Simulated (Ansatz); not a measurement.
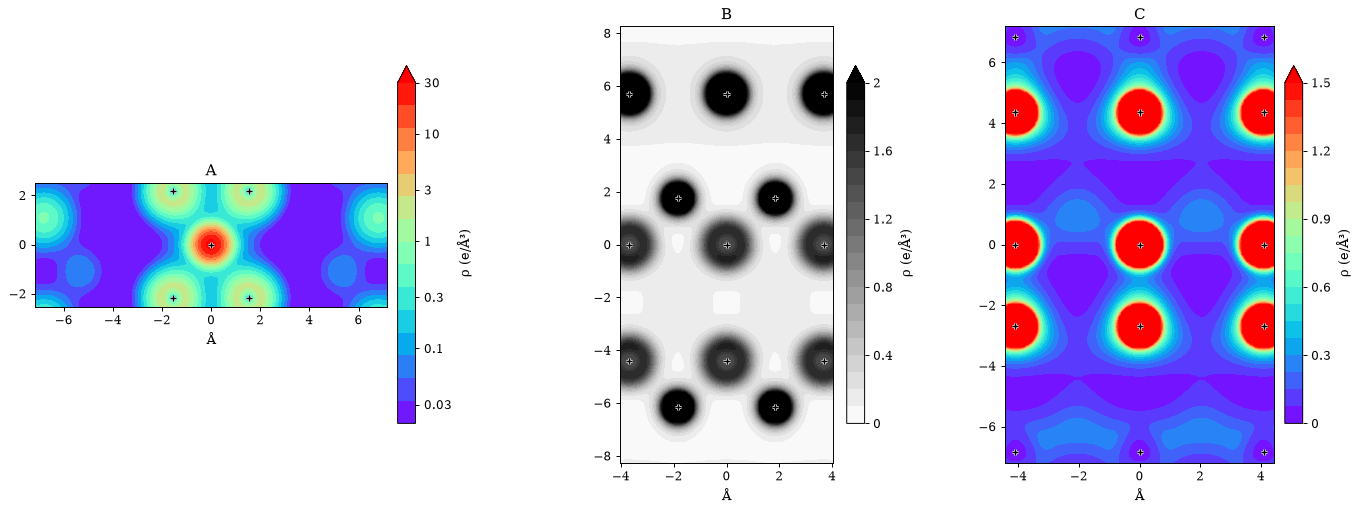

The valence charge density (pseudo) of 3 systems, each on a plane through atoms (crosses mark nuclei in the plane).

Level of theory: Ansatz 0.2.0, DFT PBE, scalar-relativistic, plane waves, PAW.

System 1: ScAl3As4, the (100) plane of the conventional cell. Space group P3m1; a generated structure, not necessarily the stable one.

```
Sc Al As
1.0
     4.08961    0.00000    0.00000
    -2.04480    3.54170    0.00000
     0.00000    0.00000   13.67917
Sc Al As
1 3 4
Direct
  0.00000 0.00000 0.24743
  0.00000 0.00000 0.74822
  0.33333 0.66667 0.98947
  0.33333 0.66667 0.50655
  0.00000 0.00000 0.05066
  0.00000 0.00000 0.56557
  0.33333 0.66667 0.32590
  0.33333 0.66667 0.80700
```

System 2: Hf2Cl5, the (100) plane of the conventional cell. Space group C2/m; a generated structure, not necessarily the stable one; computed without spin polarisation.

System 3: La2TaF2, the (010) plane of the conventional cell. Space group I4/mmm; a generated structure, not necessarily the stable one; computed without spin polarisation.

Which map belongs to which system?

Answer. Panel A is system 2, Hf2Cl5: the plane holds Hf and Cl. Panel B is system 3, La2TaF2: the plane holds La, Ta and F. La–F (2.54 Å): ρ is about 0.31 e/Å³ halfway, with its minimum of 0.27 e/Å³ about 1.4 Å from La. Panel C is system 1, ScAl3As4: the plane holds Sc, Al and As. Al–As (2.50 Å): ρ is about 0.45 e/Å³ halfway.
